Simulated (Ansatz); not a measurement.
# One shape, several levels: doublet H3PO+

Aim: a comparison of 6 runs (UHF/STO-3G, U-r2SCAN/STO-3G, UB3LYP/STO-3G, UPBE0/STO-3G, UBCCD(T)/STO-3G, UCCSDTQ/STO-3G) of doublet H3PO+. 

The results are computed with Ansatz 0.2.0.

62 further runs of the same task are left out: 5 that didn't finish, 57 set aside as unsound or not needed.

### 1 Starting point

H3PO+: 5 atoms, total charge +1, spin state doublet. As SMILES of the parent species, `O=[PH3]`. Geometry: relaxed at GFN2-xTB. That shape belongs to the parent species and isn't relaxed for this state.

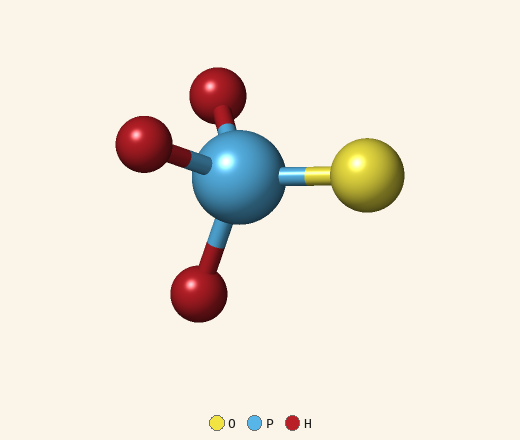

Viewed from a chosen angle; oxygen yellow, phosphorus blue, hydrogen red.

### 2 A single-point energy at UHF/STO-3G (run 1)

Contents of molecule.yaml:

```yaml
crystal:
  periodic: [false, false, false]
  atoms:
    - {symbol: O, position_ang: [-1.381960, -0.328270, 0.532950]}
    - {symbol: P, position_ang: [-0.058510, -0.014650, 0.022530]}
    - {symbol: H, position_ang: [0.807060, 0.564860, 0.939400]}
    - {symbol: H, position_ang: [0.663660, -1.098320, -0.454890]}
    - {symbol: H, position_ang: [-0.030250, 0.876380, -1.039990]}
basis:
  gaussian:
    orbitals: STO-3G
accuracy: high
total_charge: 1
hamiltonian:
  xc: hf
magnetization:
  spin_polarized: true
  initial_magnetization: 1
```

The run is started by

```
$ ansatz run molecule.yaml --threads 1 --pin off --max-ram 2610MiB --events-out events.jsonl --progress --plain --runs-dir runs
```

Output:

```text
Warning: RAYON_NUM_THREADS=1 ignored (pool sized by the plan → 1); use --threads N
Functional definition: HF
  name "HF"
  exchange = exact_x
  correlation = 0
290 factors; integrals over basis functions are off by at most 2.3e-8 eV
mean field evaluation 1: about -11206.3424 eV, gradient 2.9e1 eV
mean field evaluation 2: about -11206.3729 eV, gradient 2.9e1 eV
mean field evaluation 4: about -11215.5146 eV, gradient 5.5e0 eV
mean field evaluation 8: about -11216.0101 eV, gradient 1.3e-3 eV
mean field evaluation 16: about -11216.0066 eV, gradient 7.4e-7 eV
mean field evaluation 32: about -11216.0062 eV, gradient 4.8e-3 eV
mean field evaluation 64: about -11215.9613 eV, gradient 1.5e0 eV
mean field evaluation 96: about -11216.0084 eV, gradient 1.4e-3 eV
mean field evaluation 128: about -11206.3412 eV, gradient 2.9e1 eV
mean field -11216.00656090 eV, -412.1806386309 hartree, gradient 7.2e-8 eV, S^2 0.756956; 3 other end points of the search recorded, 0 dependent functions left out
reference -11216.00656090 eV, -412.1806386309 hartree; 13, 12 occupied and 4, 5 virtual orbitals, 290 factors
Total energy: -11216.00656090 eV, -412.1806386309 hartree
```

It took 0.24 s on 1 thread of Arm Neoverse V1, shared host.

### 3 A single-point energy at U-r2SCAN/STO-3G (run 2)

Contents of run.yaml:

```yaml
crystal:
  periodic: [false, false, false]
  atoms:
    - {symbol: O, position_ang: [-1.381960, -0.328270, 0.532950]}
    - {symbol: P, position_ang: [-0.058510, -0.014650, 0.022530]}
    - {symbol: H, position_ang: [0.807060, 0.564860, 0.939400]}
    - {symbol: H, position_ang: [0.663660, -1.098320, -0.454890]}
    - {symbol: H, position_ang: [-0.030250, 0.876380, -1.039990]}
basis:
  gaussian:
    orbitals: STO-3G
accuracy: high
magnetization:
  spin_polarized: true
  initial_magnetization: 1
hamiltonian:
  xc: r2scan
total_charge: 1
```

The run is started by

```
$ ansatz run run.yaml --threads 1 --pin off --max-ram 2610MiB --events-out events.jsonl --progress --plain --runs-dir runs
```

Output, shortened:

```text
Warning: RAYON_NUM_THREADS=1 ignored (pool sized by the plan → 1); use --threads N
Functional definition: r2SCAN
  name "r2SCAN"
[...]
290 factors; integrals over basis functions are off by at most 2.3e-8 eV
[...]
mean field -11239.29304567 eV, -413.0364011618 hartree, gradient 1.2e-8 eV, S^2 0.753869; 6 other end points of the search recorded, 0 dependent functions left out
reference -11239.29304635 eV, -413.0364011869 hartree; 13, 12 occupied and 4, 5 virtual orbitals, 290 factors
Total energy: -11239.29304635 eV, -413.0364011869 hartree
```

It took 71 s on 1 thread of Arm Neoverse V1, shared host; peak memory 0.2 GiB.

Runs 3 to 5 aren't shown in full; the table further down has their settings and results.

### 4 A single-point energy at UCCSDTQ/STO-3G (run 6)

Contents of molecule.yaml:

```yaml
crystal:
  periodic: [false, false, false]
  atoms:
    - symbol: O
      position_ang: [-1.381960, -0.328270, 0.532950]
    - symbol: P
      position_ang: [-0.058510, -0.014650, 0.022530]
    - symbol: H
      position_ang: [0.807060, 0.564860, 0.939400]
    - symbol: H
      position_ang: [0.663660, -1.098320, -0.454890]
    - symbol: H
      position_ang: [-0.030250, 0.876380, -1.039990]
basis:
  gaussian:
    orbitals: STO-3G
total_charge: 1
magnetization:
  spin_polarized: true
  initial_magnetization: 1
correlation:
  method: ccsdtq
  frozen_orbitals: {H: 0, O: 1, P: 5}
accuracy: high
scf:
  omitted_lower_state_checks: [cluster_reference, increment]
```

The run is started by

```
$ ansatz run molecule.yaml --threads 1 --pin off --max-ram 2610MiB --events-out events.jsonl --progress --plain --runs-dir runs
```

Output:

```text
Warning: RAYON_NUM_THREADS=1 ignored (pool sized by the plan → 1); use --threads N
[... 15 lines left out ...]
6 core orbitals not correlated: weight in the atoms' cores, before any rotation towards them, 1.000 or more for the frozen orbitals, at most 0.000 for the correlated occupied ones
[... 48 lines left out ...]
Total energy: -11218.34123568 eV, -412.2664363464 hartree
Checks for a lower state left out: cluster_reference, increment
```

Run time: 33 s. Hardware: 1 thread of Arm Neoverse V1, shared host; peak memory 0.25 GiB.

### 5 Overview of the runs

```
run            level  frozen core orbitals  energy (Eh)   ⟨S²⟩  wall time
  1       UHF/STO-3G                     –  -412.180639  0.757     0.24 s
  2  U-r2SCAN/STO-3G                     –  -413.036401  0.754       71 s
  3    UB3LYP/STO-3G                     –  -413.076059  0.753      7.8 s
  4     UPBE0/STO-3G                     –  -412.885803  0.753      6.9 s
  5  UBCCD(T)/STO-3G                     6  -412.265901  0.757     0.63 s
  6   UCCSDTQ/STO-3G                     6  -412.266436  0.757       33 s
```

### 6 Summary of results

```
                                          quantity          value
                               run 6: total energy  -412.26644 Eh
run 6: correlation energy (6 core orbitals frozen)      -85.8 mEh
          run 6: ⟨S²⟩ of the reference determinant          0.757
                              run 6: T1 diagnostic          0.013
```

What this shows: Below the UHF energy at the same shape and in the same basis (STO-3G): UBCCD(T) -85.3 mEh; UCCSDTQ -85.8 mEh. Totals of different functionals can't be ranked against each other. In runs 1, 2, 3, 4, 5, 6 the basis is minimal, so the values are rough. All runs together took 2 min, the longest 71 s.
